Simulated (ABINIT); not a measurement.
# ZnSe (Stilleite): G0W0 with ABINIT, start to end

Wanted: ground state, empty states, screening and self-energy for ZnSe (Stilleite).

Method: PBE and many-body steps on it, plane waves, in ABINIT 10.8.3.

**Experimental background.**

- Gap 2.695 ± 0.003 eV: excitonic gap from free-exciton PL, not corrected for exciton binding; photoluminescence; 300 K; bulk crystal (Bridgman-grown crystal, polished and etched) (“Alloy Disordering Effects on the Thermal Conductivity and Energy Gap Temperature Dependence of Cd1−xZnxSe Ternary Crystals Grown by the Bridgman Method”, 2023, pmc:10253836).

### Step 1. The structure

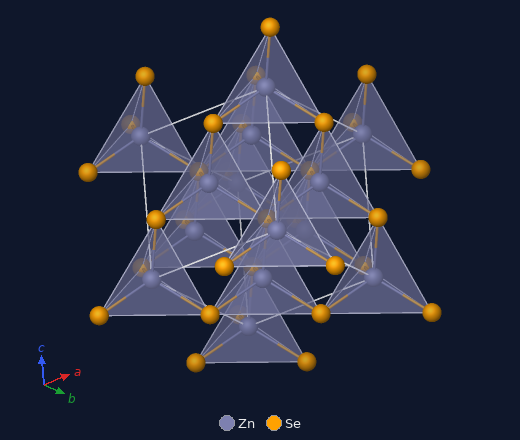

The starting structure, seen from a free direction (zinc blue, selenium orange). This picture shows the conventional cell, with its axes. Some periodic images of atoms are drawn too.

The cell and positions come from the Crystallography Open Database and are kept as given unless a step says otherwise.

### Step 2. Ground state

This step: ABINIT 10.8.3; DFT, PBE, plane waves, norm-conserving pseudopotentials.

The ground-state density comes first.

File run.abi:

```
acell 3*1.0 Angstrom
rprim 
  -0.000000000000 2.833800000000 2.833800000000
  2.833800000000 -0.000000000000 2.833800000000
  2.833800000000 2.833800000000 0.000000000000
ntypat 2
znucl 30 34
natom 2
typat 1 2
xred 
  0.000000000000 0.000000000000 0.000000000000
  0.250000000000 0.250000000000 0.250000000000
pp_dirpath "pseudos"
pseudos "Zn.upf, Se.upf"
ecut 48
ngkpt 6 6 6
nshiftk 1
shiftk 0 0 0
kptopt 1
chksymbreak 0
nband 27
occopt 1
tolvrs 1e-10
nstep 60
prtwf 0
optforces 0
optstress 0
indata_prefix "in"
outdata_prefix "out"
tmpdata_prefix "tmp"
```

Command:

```bash
$ OMP_NUM_THREADS=1 mpirun -n 8 abinit run.abi > log
```

Numbers of over 12 decimals in the logs are rounded to 6 here.

What it wrote:

```text
.Version 10.8.3 of ABINIT. v10.8.2 released Aug 2026.

 Symmetries : space group F-4 3 m (#216); Bravais cF (face-center cubic)
================================================================================
 Values of the parameters that define the memory need of the present run
     intxc =       0    ionmov =       0      iscf =       7    lmnmax =       6
     lnmax =       6     mgfft =      48  mpssoang =       3    mqgrid =    3001
     natom =       2  nloc_mem =       1    nspden =       1   nspinor =       1
    nsppol =       1      nsym =      24    n1xccc =    2501    ntypat =       2
    occopt =       1   xclevel =       2
-    mband =          27        mffmem =           1         mkmem =           2
       mpw =        4897          nfft =      110592          nkpt =          16
================================================================================
  Rough estimation (10% accuracy) of disk space for files :
================================================================================

--------------------------------------------------------------------------------
------------- Echo of variables that govern the present computation ------------
--------------------------------------------------------------------------------
 -outvars: echo values of preprocessed input variables --------
            acell      1.8897261259E+00  1.8897261259E+00  1.8897261259E+00 Bohr

      chksymbreak           0
             ecut      4.80000000E+01 Hartree
-          fftalg         312

              ixc     -101130
              kpt      0.00000000E+00  0.00000000E+00  0.00000000E+00
                       1.66666667E-01  0.00000000E+00  0.00000000E+00
                       3.33333333E-01  0.00000000E+00  0.00000000E+00
                       5.00000000E-01  0.00000000E+00  0.00000000E+00
                       1.66666667E-01  1.66666667E-01  0.00000000E+00
                       3.33333333E-01  1.66666667E-01  0.00000000E+00
                       5.00000000E-01  1.66666667E-01  0.00000000E+00
                      -3.33333333E-01  1.66666667E-01  0.00000000E+00
                      -1.66666667E-01  1.66666667E-01  0.00000000E+00
   [... 5 further rows ...]
                      -3.33333333E-01  3.33333333E-01  1.66666667E-01
                      -3.33333333E-01  5.00000000E-01  1.66666667E-01
         kptrlatt        6    0    0      0    6    0      0    0    6
          kptrlen      4.54395803E+01
P           mkmem           2
            natom           2
            nband          27
            ngfft          48      48      48
             nkpt          16
            nstep          60
             nsym          24
           ntypat           2
              occ      2.000000  2.000000  2.000000  2.000000  2.000000  2.000000
                       2.000000  2.000000  2.000000  2.000000  2.000000  2.000000
                       2.000000  2.000000  2.000000  2.000000  2.000000  2.000000
                       2.000000  2.000000  2.000000  2.000000  0.000000  0.000000
[...]
optforces           0
        optstress           0
            prtwf           0
            rprim     -0.0000000000E+00  2.8338000000E+00  2.8338000000E+00
[...]
spgroup         216

           tolvrs      1.00000000E-10

             xred      0.0000000000E+00  0.0000000000E+00  0.0000000000E+00
[...]
znucl       30.00000   34.00000

================================================================================

 chkinp: Checking input parameters for consistency.

================================================================================
== DATASET  1 ==================================================================
-   mpi_nproc: 8, omp_nthreads: 1 (-1 if OMP is not activated)

--- !DatasetInfo
iteration_state: {dtset: 1, }
dimensions: {natom: 2, nkpt: 16, mband: 27, nsppol: 1, nspinor: 1, nspden: 1, mpw: 4897, }
cutoff_energies: {ecut:  48.0, pawecutdg:  -1.0, }
electrons: {nelect:   4.40000000E+01, charge:   0.00000000E+00, occopt:   1.00000000E+00, tsmear:   1.00000000E-02, }

 Real(R)+Recip(G) space primitive vectors, cartesian coordinates (Bohr,Bohr^-1):
 R(1)=  0.0000000  5.3551059  5.3551059  G(1)= -0.0933688  0.0933688  0.0933688
 R(2)=  5.3551059  0.0000000  5.3551059  G(2)=  0.0933688 -0.0933688  0.0933688
 R(3)=  5.3551059  5.3551059  0.0000000  G(3)=  0.0933688  0.0933688 -0.0933688
 Unit cell volume ucvol=  3.0713845E+02 bohr^3
 Angles (23,13,12)=  6.00000000E+01  6.00000000E+01  6.00000000E+01 degrees

 getcut: wavevector=  0.0000  0.0000  0.0000  ngfft=  48  48  48
         ecut(hartree)=     48.000   => boxcut(ratio)=   2.03223

--- Pseudopotential description ------------------------------------------------
- Zn Generated using ONCVPSP code by D. R. Hamann
- 30.00000  20.00000  171031                  znucl, zion, pspdat
12 -101130 2 -1 1326                          pspcod,pspxc,lmax,lloc,mmax
     nproj     2     2     2
  pspatm : epsatm=   26.68164218
         --- l  ekb(1:nproj) -->
[...]
pspatm: atomic psp has been read  and splines computed

- Se Generated using ONCVPSP code by D. R. Hamann
- 34.00000  24.00000  171031                  znucl, zion, pspdat
12 -101130 2 -1 1214                          pspcod,pspxc,lmax,lloc,mmax
     nproj     2     2     2
  pspatm : epsatm=   25.39064422
         --- l  ekb(1:nproj) -->
[...]
pspatm: atomic psp has been read  and splines computed

   2.29118060E+03                                ecore*ucvol(ha*bohr**3)
--------------------------------------------------------------------------------

_setup2: Arith. and geom. avg. npw (full set) are    4879.338    4879.326

================================================================================

--- !BeginCycle
iteration_state: {dtset: 1, }
solver: {iscf: 7, nstep: 60, nline: 4, wfoptalg: 0, }
tolerances: {tolvrs: 1.00E-10, }

     iter   Etot(hartree)      deltaE(h)  residm     vres2
 ETOT  1  -544.98635842320    -5.450E+02 9.114E-01 4.653E+03
 ETOT  2  -546.40203433040    -1.416E+00 4.210E-02 7.770E+03
 ETOT  3  -547.23845527222    -8.364E-01 1.312E-02 1.052E+03
 ETOT  4  -547.31149392204    -7.304E-02 4.016E-03 3.977E+02
 ETOT  5  -547.35013234237    -3.864E-02 2.241E-03 5.298E+01
 ETOT  6  -547.35602524963    -5.893E-03 8.103E-04 1.388E+00
 ETOT  7  -547.35612893250    -1.037E-04 1.448E-04 3.923E-01
 ETOT  8  -547.35617116759    -4.224E-05 4.337E-05 4.472E-02
 ETOT  9  -547.35617617370    -5.006E-06 1.082E-05 5.496E-03
 ETOT 10  -547.35617686684    -6.931E-07 3.919E-06 5.544E-07
 ETOT 11  -547.35617686708    -2.444E-10 1.219E-06 1.127E-07
 ETOT 12  -547.35617686712    -3.740E-11 4.599E-07 6.262E-09
 ETOT 13  -547.35617686715    -2.763E-11 1.480E-07 2.773E-10
 ETOT 14  -547.35617686716    -1.444E-11 5.597E-08 1.371E-11

 At SCF step   14       vres2   =  1.37E-11 < tolvrs=  1.00E-10 =>converged.

--- !ResultsGS
iteration_state: {dtset: 1, }
comment   : Summary of ground state results
lattice_vectors:
- [ -0.0000000,   5.3551059,   5.3551059, ]
- [  5.3551059,  -0.0000000,   5.3551059, ]
- [  5.3551059,   5.3551059,   0.0000000, ]
lattice_lengths: [   7.57326,    7.57326,    7.57326, ]
lattice_angles: [ 60.000,  60.000,  60.000, ] # degrees, (23, 13, 12)
lattice_volume:   3.0713845E+02
convergence: {deltae: -1.444E-11, res2:  1.371E-11, residm:  5.597E-08, diffor:  0.000E+00, }
etotal    :  -5.47356177E+02
entropy   :   0.00000000E+00
fermie    :   1.53041323E-01
cartesian_stress_tensor: null
pressure_GPa: null
xred      :
- [  0.0000E+00,   0.0000E+00,   0.0000E+00, Zn]
- [  2.5000E-01,   2.5000E-01,   2.5000E-01, Se]
cartesian_forces: null
force_length_stats: {min: null, max: null, mean: null, }

 Integrated electronic density in atomic spheres:
 ------------------------------------------------
 Atom  Sphere_radius  Integrated_density
    1        2.00000         18.11040736
    2        2.00000         21.26036845
================================================================================

 ----iterations are completed or convergence reached----

 Mean square residual over all n,k,spin=   12.957E-11; max=  55.966E-09
 reduced coordinates (array xred) for    2 atoms
       0.000000000000      0.000000000000      0.000000000000
       0.250000000000      0.250000000000      0.250000000000
 rms dE/dt=  0.0000E+00; max dE/dt=  0.0000E+00; dE/dt below (all hartree)
    1       0.000000000000      0.000000000000      0.000000000000
    2       0.000000000000      0.000000000000      0.000000000000

 cartesian coordinates (angstrom) at end:
    1      0.000000     0.000000     0.000000
    2      1.416900     1.416900     1.416900
 length scales=  1.889726125908  1.889726125908  1.889726125908 bohr
              =  1.000000000000  1.000000000000  1.000000000000 angstroms
 prteigrs : about to open file out_EIG
 Fermi (or HOMO) energy (hartree) =   0.15304   Average Vxc (hartree)=  -0.36195
 Eigenvalues (hartree) for nkpt=  16  k points:
 kpt#   1, nband= 27, wtk=  0.00463, kpt=  0.0000  0.0000  0.0000 (reduced coord)
  -7.46293   -5.23849   -5.23849   -5.23849   -4.44962   -2.76502   -2.76502   -2.76502
  -1.56976   -1.56976   -1.56976   -1.56961   -1.56961   -0.33425   -0.08738   -0.08738
  -0.08738   -0.07385   -0.07385    0.15304    0.15304    0.15304    0.20039    0.36671
   0.36671    0.36671    0.51812
 prteigrs : prtvol=0 or 1, do not print more k-points.

--- !EnergyTerms
iteration_state     : {dtset: 1, }
comment             : Components of total free energy in Hartree
kinetic             :  2.38673621230762E+02
hartree             :  2.29158838384487E+02
xc                  : -5.13331538891217E+01
Ewald energy        : -2.44845014170202E+02
psp_core            :  7.45976485783275E+00
local_psp           : -5.91683585332825E+02
non_local_psp       : -1.34786647948093E+02
total_energy        : -5.47356176867160E+02
total_energy_eV     : -1.48943203428558E+04
band_energy         : -8.85655578376509E+01

== END DATASET(S) ==============================================================
================================================================================

 -outvars: echo values of variables after computation  --------
           etotal     -5.4735617687E+02
            nband          27
             nkpt          16
          spgroup         216
 [... the other variables as echoed above ...]

 Calculation completed.
```

It took 16 s on 8 MPI ranks of Arm Neoverse V1, shared host; peak memory 0.66 GiB.

This step gave:

| Property | Result |
| --- | --- |
| total energy | -14894.3203 eV |
| gap | 1.288 eV |
| k of the valence top | 0, 0, 0 |
| k of the conduction bottom | 0, 0, 0 |
| least direct gap | 1.288 eV |

The gap is direct, at Γ.

(Part 1 of 3 ends here.)

[Paths, hosts, dates, memory and timing lines, banners, echoed tables and standing remarks are left out of the program output.]

[Logs are printed without paths, hosts, clocks, repeated set-up lines and the standing remarks that a program may print on its own settings, such as how far it seeks lower states.]

[Runs of the session that timed out or met a known fault of the program may be left out.]

[Hosts, paths, dates, database ids (printed as entryN), source tags and the programs' standing remarks are cut or masked in the printed files.]

[G0W0 gaps are taken among the corrected bands and points alone; a level outside them can change the order at an edge.]

[Where Ansatz stands beside ABINIT at settings called matched, ABINIT's density can come from a denser mesh and the files from another edition; pairs whose starting gaps differed by over 0.03 eV were left out, so agreement reads better than it is.]
